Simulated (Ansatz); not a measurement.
**B2PLYP/STO-3G run of H2SO2 (SMILES O=[SH2]=O)**

What is the electronic atomisation energy of H2SO2 at B2PLYP/STO-3G? 

The results are computed with Ansatz 0.2.0.

45 further runs of the same task are left out: 1 that didn't finish, 44 set aside as unsound or not needed.

## (1) Starting point

The species is H2SO2 (5 atoms), meant as a singlet with charge 0. As SMILES, `O=[SH2]=O`. The shape is that of a GFN2-xTB optimisation.

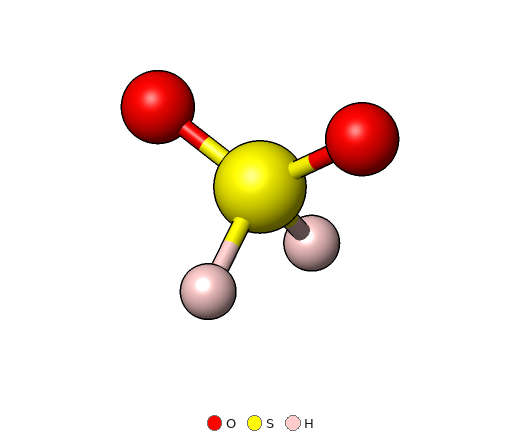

The structure, seen from a chosen angle (oxygen red, sulfur yellow, hydrogen pink).

## (2) A single-point energy at B2PLYP/STO-3G

Contents of molecule.yaml:

```yaml
crystal:
  periodic: [false, false, false]
  atoms:
    - symbol: O
      position_ang: [-0.986390, 0.275820, 1.043450]
    - symbol: S
      position_ang: [0.013430, -0.014140, 0.070290]
    - symbol: O
      position_ang: [1.269430, -0.576280, 0.440760]
    - symbol: H
      position_ang: [-0.558620, -0.842170, -0.901330]
    - symbol: H
      position_ang: [0.262150, 1.156770, -0.653170]
basis:
  gaussian:
    orbitals: STO-3G
hamiltonian:
  xc: {name: B2PLYP}
correlation:
  frozen_orbitals: {H: 0, O: 1, S: 5}
accuracy: high
```

On the command line:

```sh
ansatz run molecule.yaml --threads 1 --pin off --max-ram 2610MiB --events-out events.jsonl --progress --plain --runs-dir runs
```

Output:

```text
Warning: RAYON_NUM_THREADS=1 ignored (pool sized by the plan → 1); use --threads N
Functional definition: B2PLYP
  name "B2PLYP"
  parameter a = 0.53
  parameter c = 0.27
  exchange = (1 - a)*b88_x + a*exact_x
  correlation = (1 - c)*lyp_c + c*(mp2_os + mp2_ss)
388 factors; integrals over basis functions are off by at most 2.6e-8 eV
mean field evaluation 1: about -14753.3697 eV, gradient 4.8e1 eV
mean field evaluation 2: about -14753.4107 eV, gradient 4.8e1 eV
mean field evaluation 4: about -14761.7777 eV, gradient 5.0e0 eV
mean field evaluation 8: about -14761.8854 eV, gradient 8.4e-3 eV
mean field evaluation 16: about -14761.8854 eV, gradient 3.4e-7 eV
mean field -14761.88535798 eV, -542.4892809406 hartree, gradient 7.9e-8 eV, S^2 0.000000; 0 other end points of the search recorded, 0 dependent functions left out
7 core orbitals not correlated: weight in the atoms' cores, before any rotation towards them, 1.000 or more for the frozen orbitals, at most 0.000 for the correlated occupied ones
reference -14761.88537176 eV, -542.4892814467 hartree; 10, 10 occupied and 4, 4 virtual orbitals, 388 factors
second order -5.39275907 eV of doubles, -0.00000000 eV of singles
Total energy: -14763.34141671 eV, -542.5427901117 hartree
```

Run time: 1.5 s. Hardware: 1 thread of Arm Neoverse V1, shared host; peak memory 0.099 GiB.

## (3) The H atom

Contents of in.yaml:

```yaml
crystal:
  periodic: [false, false, false]
  atoms:
    - {symbol: H, position_ang: [0.000000, 0.000000, 0.000000]}
basis:
  gaussian:
    orbitals: STO-3G
correlation:
  frozen_orbitals: {H: 0}
hamiltonian:
  xc: {name: B2PLYP}
magnetization:
  spin_polarized: true
  initial_magnetization: 1
accuracy: high
```

On the command line:

```sh
ansatz run in.yaml --threads 1 --pin off --max-ram 2610MiB --events-out events.jsonl --progress --plain --runs-dir runs
```

Output, shortened:

```text
Warning: RAYON_NUM_THREADS=1 ignored (pool sized by the plan → 1); use --threads N
[... 6 set-up lines as earlier in the session ...]
1 factors; integrals over basis functions are off by at most 4.6e-10 eV
mean field evaluation 1: about -12.6472 eV, gradient 0.0e0 eV
mean field evaluation 2: about -12.6472 eV, gradient 0.0e0 eV
mean field -12.64721158 eV, -0.4647764528 hartree, gradient 0.0e0 eV, S^2 0.750000; 0 other end points of the search recorded, 0 dependent functions left out
reference -12.64722010 eV, -0.4647767659 hartree; 1, 0 occupied and 0, 1 virtual orbitals, 1 factors
second order 0.00000000 eV of doubles, 0.00000000 eV of singles
Total energy: -12.64722010 eV, -0.4647767659 hartree
```

Run time: 0.08 s. Hardware: 1 thread of Arm Neoverse V1, shared host.

## (4) The O atom at the same level

Contents of job.yaml:

```yaml
crystal:
  periodic: [false, false, false]
  atoms:
    - symbol: O
      position_ang: [0.000000, 0.000000, 0.000000]
basis:
  gaussian:
    orbitals: STO-3G
magnetization:
  spin_polarized: true
  initial_magnetization: 2
hamiltonian:
  xc: {name: B2PLYP}
correlation:
  frozen_orbitals: {O: 1}
accuracy: high
```

Run the same way, it converges to -73.96694 Eh (log not shown).

## (5) The S atom at the same level

Contents of job.yaml:

```yaml
crystal:
  periodic: [false, false, false]
  atoms:
    - {symbol: S, position_ang: [0.000000, 0.000000, 0.000000]}
basis:
  gaussian: {orbitals: STO-3G}
total_charge: 0
magnetization: {spin_polarized: true, initial_magnetization: 2}
hamiltonian: {xc: {name: B2PLYP}}
correlation: {frozen_orbitals: {S: 5}}
accuracy: high
```

On the command line:

```sh
ansatz run job.yaml --threads 1 --pin off --max-ram 2610MiB --events-out events.jsonl --progress --plain --runs-dir runs
```

Output, shortened:

```text
Warning: RAYON_NUM_THREADS=1 ignored (pool sized by the plan → 1); use --threads N
[... 6 set-up lines as earlier in the session ...]
42 factors; integrals over basis functions are off by at most 2.4e-9 eV
mean field evaluation 1: about -10708.4773 eV, gradient 5.6e-1 eV
mean field evaluation 2: about -10708.4781 eV, gradient 5.6e-1 eV
mean field evaluation 4: about -10708.4786 eV, gradient 5.6e-6 eV
mean field evaluation 8: about -10708.4786 eV, gradient 3.9e-12 eV
mean field -10708.47857815 eV, -393.5293292795 hartree, gradient 3.8e-12 eV, S^2 2.000000; 0 other end points of the search recorded, 0 dependent functions left out
5 core orbitals not correlated: weight in the atoms' cores, before any rotation towards them, 1.000 or more for the frozen orbitals, at most 0.000 for the correlated occupied ones
reference -10708.47858837 eV, -393.5293296550 hartree; 4, 2 occupied and 0, 2 virtual orbitals, 42 factors
second order 0.00000000 eV of doubles, 0.00000000 eV of singles
Total energy: -10708.47858837 eV, -393.5293296550 hartree
```

Run time: 0.32 s. Hardware: 1 thread of Arm Neoverse V1, shared host.

## (6) Outcome

At B2PLYP/STO-3G, 7 core orbitals frozen:

| quantity | value |
| --- | --- |
| molecule: total energy | -542.54279 Eh |
| H atom: total energy | -0.46478 Eh |
| H atom: ⟨S²⟩ | 0.750 |
| O atom: total energy | -73.96694 Eh |
| O atom: ⟨S²⟩ | 2.000 |
| S atom: total energy | -393.52933 Eh |
| S atom: ⟨S²⟩ | 2.000 |
| electronic atomisation energy | 4.083 eV |

In words: Taking the molecule apart into free atoms costs 4.08 eV (394 kJ/mol), before zero-point energy and without spin-orbit coupling. In a minimal basis such a difference can be off by several eV, whatever the method.
